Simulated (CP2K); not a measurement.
# SF4 (sulfur tetrafluoride) at Pade/SZV-MOLOPT-SR-GTH (core potential)

What is the energy change on altering one bond length of SF4 (sulfur tetrafluoride) at Pade/SZV-MOLOPT-SR-GTH (core potential)? 

The calculation is run with CP2K 2026.2.

**1. The system as given**

SF4: 5 atoms, total charge 0, spin state singlet. SMILES: `FS(F)(F)F`. The shape is that of a PBE0-D4/def2-TZVP optimisation.

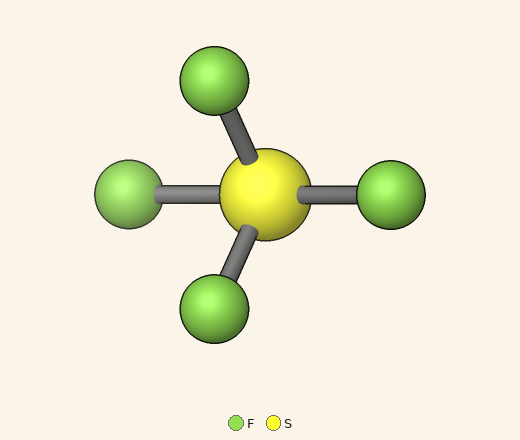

The structure, seen from a chosen angle (fluorine green, sulfur yellow).

**2. A single-point energy at Pade/SZV-MOLOPT-SR-GTH (core potential)**

Contents of mol.inp:

```
&GLOBAL
    PROJECT mol
    RUN_TYPE ENERGY
    PRINT_LEVEL MEDIUM
&END GLOBAL

&FORCE_EVAL
    METHOD QS
    &DFT
        BASIS_SET_FILE_NAME BASIS_MOLOPT
        POTENTIAL_FILE_NAME GTH_POTENTIALS
        &QS
            METHOD GPW
            EPS_DEFAULT 1.0E-10
        &END QS
        &MGRID
            CUTOFF 400
            REL_CUTOFF 50
            NGRIDS 4
        &END MGRID
        ! isolated system
        &POISSON
            PERIODIC NONE
            POISSON_SOLVER MULTIPOLE
        &END POISSON
        &SCF
            SCF_GUESS ATOMIC
            EPS_SCF 1.0E-06
            MAX_SCF 80
            ADDED_MOS 3
            &DIAGONALIZATION
                ALGORITHM STANDARD
            &END DIAGONALIZATION
            &MIXING
                METHOD DIRECT_P_MIXING
                ALPHA 0.4
            &END MIXING
        &END SCF
        &XC
            &XC_FUNCTIONAL PADE
            &END XC_FUNCTIONAL
        &END XC
        &PRINT
            &MOMENTS
                PERIODIC F
                REFERENCE COM
                MAX_MOMENT 1
            &END MOMENTS
            &MO ON
                ENERGIES T
                OCCUPATION_NUMBERS T
                NDIGITS 6
                &EACH
                    QS_SCF 0
                &END EACH
                ADD_LAST NUMERIC
            &END MO
            &HIRSHFELD OFF
            &END HIRSHFELD
        &END PRINT
    &END DFT
    ! structure
    &SUBSYS
        ! vacuum box
        &CELL
            ABC 10 8.6 9
            PERIODIC NONE
        &END CELL
        &COORD
            F     -0.561200    -0.228000     1.172800
            S      0.064000    -0.357400    -0.243000
            F      1.536700    -0.462000     0.491400
            F     -1.440100    -0.077300    -0.858200
            F      0.400600     1.124600    -0.563100
        &END COORD
        &TOPOLOGY
            &CENTER_COORDINATES
            &END CENTER_COORDINATES
        &END TOPOLOGY
        &KIND F
            BASIS_SET SZV-MOLOPT-SR-GTH-q7
            POTENTIAL GTH-PADE-q7
        &END KIND
        &KIND S
            BASIS_SET SZV-MOLOPT-SR-GTH-q6
            POTENTIAL GTH-PADE-q6
        &END KIND
    &END SUBSYS
&END FORCE_EVAL
```

On the command line:

```sh
$ OMP_NUM_THREADS=1 cp2k.psmp mol.inp > mol.out
```

Output:

```text
CP2K| version string:                                       CP2K version 2026.2
[...]
 GLOBAL| Method name                                                        CP2K
[...]
 GLOBAL| Run type                                                         ENERGY
[...]
 DFT| Spin restricted Kohn-Sham (RKS) calculation                            RKS
 DFT| Multiplicity                                                             1
[...]
 DFT| Charge                                                                   0
[...]
 FUNCTIONAL| PADE:
 QS| Method:                                                                 GPW
[...]
 QS| Density cutoff [a.u.]:                                                200.0
[...]
 QS| Relative density cutoff [a.u.]:                                        25.0
[...]
                             - Atoms:                                          5
[...]
                             - Spherical basis functions:                     20
[...]
 Number of electrons:                                                         34
[...]
     1 P_Mix/Diag. 0.40E+00    0.2     1.19494505      -107.0480040224 -1.07E+02
[...]
    13 DIIS/Diag.  0.54E-06    0.2     0.00000033      -106.5979492334 -8.64E-11
  *** SCF run converged in    13 steps ***
[...]
  Overlap energy of the core charge distribution:               0.00000001751237
  Self energy of the core charge distribution:               -277.19713849691988
  Core Hamiltonian energy:                                     79.83151418511773
  Hartree energy:                                             111.59967836298161
  Exchange-correlation energy:                                -20.83200330214040
  Total energy:                                              -106.59794923344857
[...]
                     Mulliken Population Analysis
 #  Atom  Element  Kind  Atomic population                           Net charge
       1     F        1          7.333254                             -0.333254
       2     S        2          4.523711                              1.476289
       3     F        1          7.404917                             -0.404917
       4     F        1          7.404859                             -0.404859
       5     F        1          7.333258                             -0.333258
 # Total charge                             34.000000                  0.000000
[...]
  Dipole moment [Debye]
    X=  0.2614103E+00 Y= -0.1457553E+01 Z= -0.9925682E+00  Total=      1.7826914
 ENERGY| Total FORCE_EVAL ( QS ) energy [hartree]           -106.597949233448574
[...]
```

Run time: 4.2 s. Hardware: 1 thread of Arm Neoverse V2, shared host; peak memory 0.63 GiB.

**3. The distorted shape, same level**

Contents of molecule.xyz:

```xyz
5

F     -0.611700    -0.450345     1.220825
S      0.013500    -0.579745    -0.194975
F      1.486200    -0.684345     0.539425
F     -1.490600    -0.299645    -0.810175
F      0.400600     1.124600    -0.563100
```

Contents of molecule.inp:

```
&GLOBAL
    PROJECT molecule
    RUN_TYPE ENERGY
    PRINT_LEVEL MEDIUM
&END GLOBAL

&FORCE_EVAL
    METHOD QS
    &DFT
        BASIS_SET_FILE_NAME BASIS_MOLOPT
        POTENTIAL_FILE_NAME GTH_POTENTIALS
        &QS
            METHOD GPW
            EPS_DEFAULT 1.0E-10
        &END QS
        &MGRID
            CUTOFF 400
            REL_CUTOFF 50
            NGRIDS 4
        &END MGRID
        &POISSON
            PERIODIC NONE
            POISSON_SOLVER MULTIPOLE
        &END POISSON
        &SCF
            SCF_GUESS ATOMIC
            EPS_SCF 1.0E-06
            MAX_SCF 100
            ADDED_MOS 5
            &DIAGONALIZATION
                ALGORITHM STANDARD
            &END DIAGONALIZATION
            &MIXING
                METHOD PULAY_MIXING
                ALPHA 0.3
                NBUFFER 8
            &END MIXING
        &END SCF
        &XC
            &XC_FUNCTIONAL PADE
            &END XC_FUNCTIONAL
        &END XC
        &PRINT
            &MOMENTS
                PERIODIC F
                REFERENCE COM
                MAX_MOMENT 1
            &END MOMENTS
            &MO ON
                ENERGIES T
                OCCUPATION_NUMBERS T
                NDIGITS 6
                &EACH
                    QS_SCF 0
                &END EACH
                ADD_LAST NUMERIC
            &END MO
            &HIRSHFELD OFF
            &END HIRSHFELD
        &END PRINT
    &END DFT
    &SUBSYS
        &CELL
            ABC 10 8.8 9
            PERIODIC NONE
        &END CELL
        &TOPOLOGY
            COORD_FILE_NAME molecule.xyz
            COORD_FILE_FORMAT XYZ
            &CENTER_COORDINATES
            &END CENTER_COORDINATES
        &END TOPOLOGY
        &KIND F
            BASIS_SET SZV-MOLOPT-SR-GTH-q7
            POTENTIAL GTH-PADE-q7
        &END KIND
        &KIND S
            BASIS_SET SZV-MOLOPT-SR-GTH-q6
            POTENTIAL GTH-PADE-q6
        &END KIND
    &END SUBSYS
&END FORCE_EVAL
```

On the command line:

```sh
$ OMP_NUM_THREADS=1 cp2k.psmp molecule.inp > molecule.out
```

Output (excerpt; [...] marks lines left out):

```text
CP2K| version string:                                       CP2K version 2026.2
[...]
 GLOBAL| Method name                                                        CP2K
[...]
 GLOBAL| Run type                                                         ENERGY
[...]
 DFT| Spin restricted Kohn-Sham (RKS) calculation                            RKS
 DFT| Multiplicity                                                             1
[...]
 DFT| Charge                                                                   0
[...]
 FUNCTIONAL| PADE:
 QS| Method:                                                                 GPW
[...]
 QS| Density cutoff [a.u.]:                                                200.0
[...]
 QS| Relative density cutoff [a.u.]:                                        25.0
[...]
                             - Atoms:                                          5
[...]
                             - Spherical basis functions:                     20
[...]
 Number of electrons:                                                         34
[...]
     1 NoMix/Diag. 0.30E+00    0.2     1.19028072      -106.9103057774 -1.07E+02
[...]
    18 Pulay/Diag. 0.30E+00    0.4     0.00000097      -106.6402632999 -3.70E-06
  *** SCF run converged in    18 steps ***
[...]
  Overlap energy of the core charge distribution:               0.00000000939439
  Self energy of the core charge distribution:               -277.19713849691988
  Core Hamiltonian energy:                                     79.43038347434870
  Hartree energy:                                             111.85309433960651
  Exchange-correlation energy:                                -20.72660262632571
  Total energy:                                              -106.64026329989598
[...]
                     Mulliken Population Analysis
 #  Atom  Element  Kind  Atomic population                           Net charge
       1     F        1          7.320271                             -0.320271
       2     S        2          4.588163                              1.411837
       3     F        1          7.379711                             -0.379711
       4     F        1          7.379643                             -0.379643
[...]
  Dipole moment [Debye]
    X=  0.6788919E-01 Y= -0.2075148E+01 Z= -0.7417837E+00  Total=      2.2047881
 ENERGY| Total FORCE_EVAL ( QS ) energy [hartree]           -106.640263299895977
[...]
```

Run time: 7.8 s. Hardware: 1 thread of Arm Neoverse V2, shared host; peak memory 1.1 GiB.

**4. What came out**

Level: Pade/SZV-MOLOPT-SR-GTH (core potential).

```
                                                         quantity          value
                                        first shape: total energy  -106.59795 Eh
                                       first shape: dipole moment         1.78 D
                                         first shape: HOMO energy       -6.75 eV
                                         first shape: LUMO energy       -1.95 eV
                                       first shape: HOMO–LUMO gap        4.80 eV
                                    distorted shape: total energy  -106.64026 Eh
                                   distorted shape: dipole moment         2.20 D
                                     distorted shape: HOMO energy       -7.07 eV
                                     distorted shape: LUMO energy       -3.84 eV
                                   distorted shape: HOMO–LUMO gap        3.23 eV
energy change with the S2–F5 bond stretched from 1.553 to 1.786 Å      -1.151 eV
```

What this shows: With the S2–F5 bond stretched from 1.553 to 1.786 Å the energy falls by 1.15 eV (27 kcal/mol). The first shape isn't relaxed at this level, so the change isn't measured from a minimum. The minimal basis adds a large error of its own.
